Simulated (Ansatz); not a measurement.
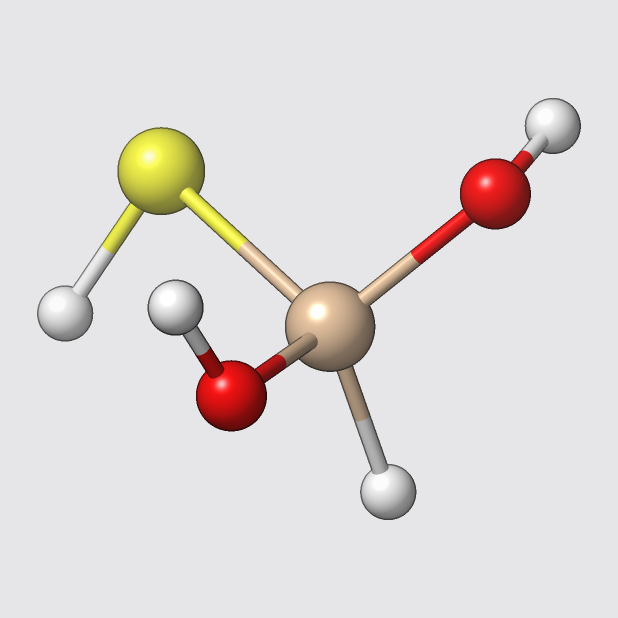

The picture shows a molecular structure as a ball-and-stick model. Every bond is drawn as one stick, whatever its order. Colours: silicon light orange, hydrogen white, sulfur yellow, oxygen red.

The computed structure is the end point of a PBE0-D4/def2-TZVP optimisation.

Question: Give the formula.

Answer: H4O2SSi, 8 atoms: 4 hydrogen, 2 oxygen, 1 sulfur and 1 silicon.

Question: Which point group does it belong to?

Answer: C1.

Question: How many bonds of each kind are drawn?

Answer: 2 O–Si, 2 O–H, 1 Si–H, 1 S–H, 1 S–Si. Sticks follow a distance rule.

Question: How many atoms are distinct by symmetry?

Answer: 8: 1 Si, 1 H, 1 S, 1 H, 1 O, 1 O, 1 H, 1 H.

More results for the same structure follow; atom numbers are the same in all pictures, views and colours differ.

## Geometry

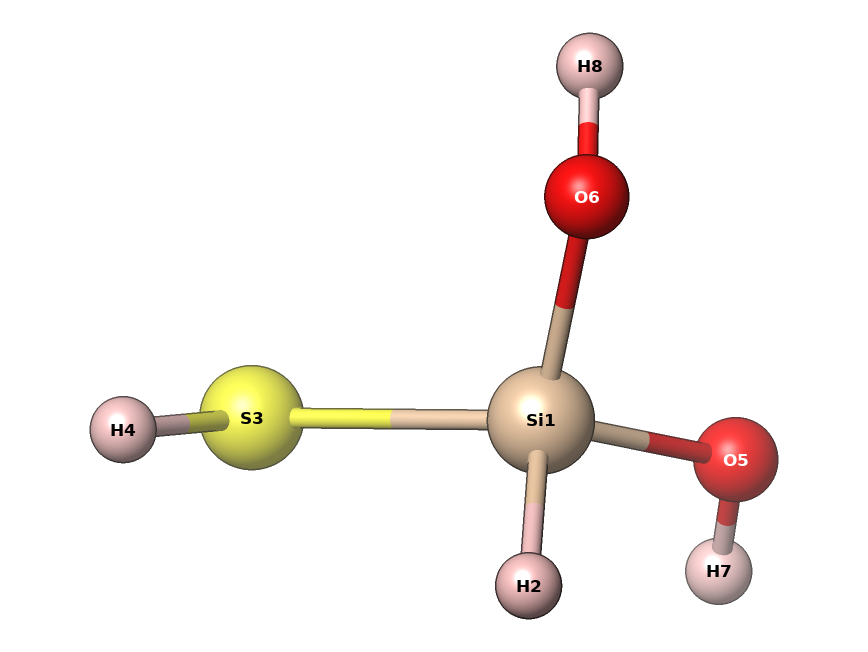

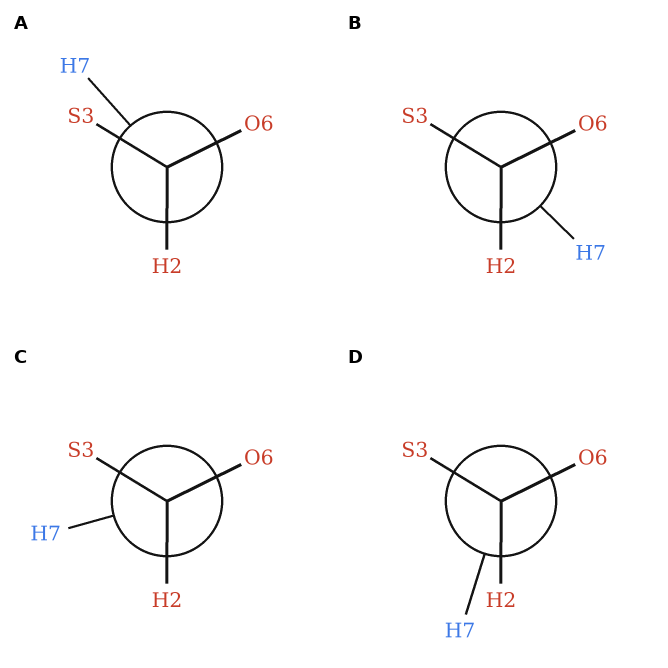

Depth is shown by fading: the farther an atom, the more it takes the colour of the background. Bonds that would overlap in a projection are set slightly apart.

Question: Which Newman projection shows the view along Si1–O5, with Si1 in front?

Answer: C. The torsion angle S3–Si1–O5–H7 is −47°, synclinal (gauche).

## Vibrations

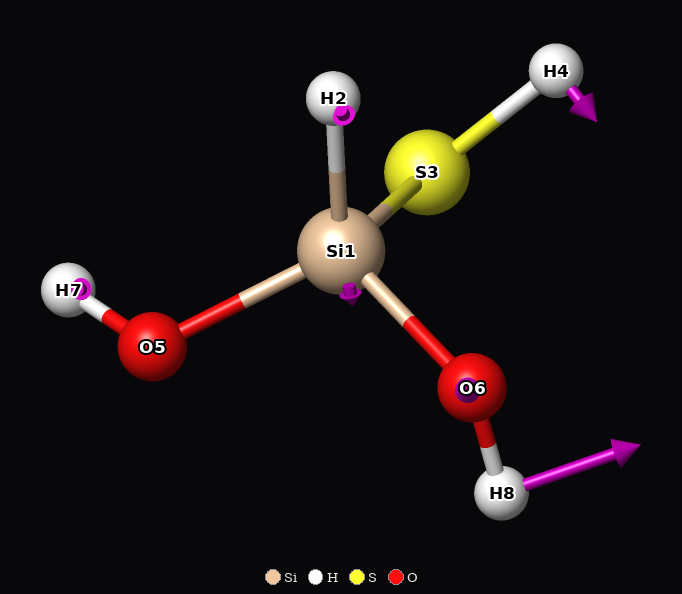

The arrows show one normal mode. Harmonic vibrations computed with RKS PBE0-D4/def2-TZVP (Ansatz 0.2.0) at a stationary point of the same level.

Question: Estimate its harmonic wavenumber.

Answer: 320 cm⁻¹; it is mode 5 of 18 counted from the lowest.

## Electronic properties

Properties computed with RHF-CCSD(T), frozen core/def2-SVP (Ansatz 0.2.0).

Question: What is the T1 diagnostic?

Answer: 0.011.

## Dipole moment

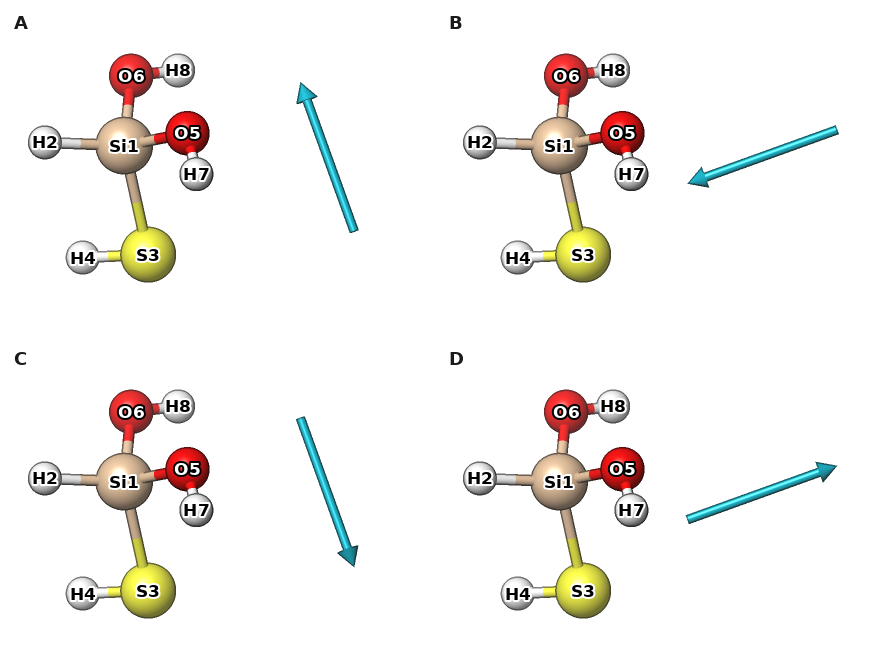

The same molecule four times, each with an arrow. Properties computed with RKS PBE0-D4/def2-TZVP (Ansatz 0.2.0).

Question: Which arrow points along the dipole moment, from the negative to the positive end?

Answer: C. The dipole moment is 0.83 D; it points from the side of O6, H8 to the side of S3 (the outermost atoms at the two ends).

## Charges

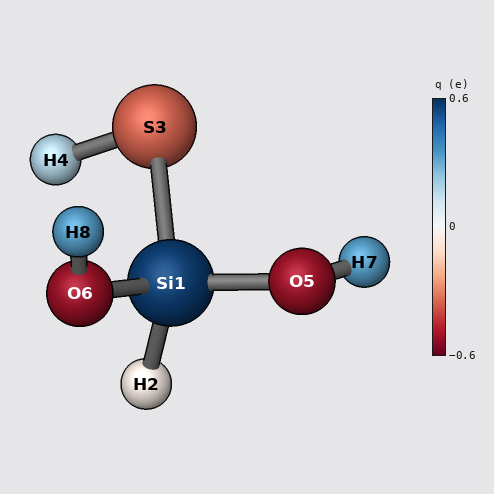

Atoms are coloured by their Mulliken charges. Properties computed with RKS PBE0-D4/def2-TZVP (Ansatz 0.2.0).

Question: Which atom carries the highest charge (most positive or least negative)?

Answer: Si1 (0.57 e).

Question: And the lowest?

Answer: O6 (−0.51 e).

Give the Mulliken charges atom by atom.

```tsv
atom	value (e)
Si1	0.57
H2	−0.04
S3	−0.35
H4	0.17
O5	−0.50
O6	−0.51
H7	0.33
H8	0.33
```

Mulliken values depend strongly on the basis set and can even reverse the polarity of a bond.
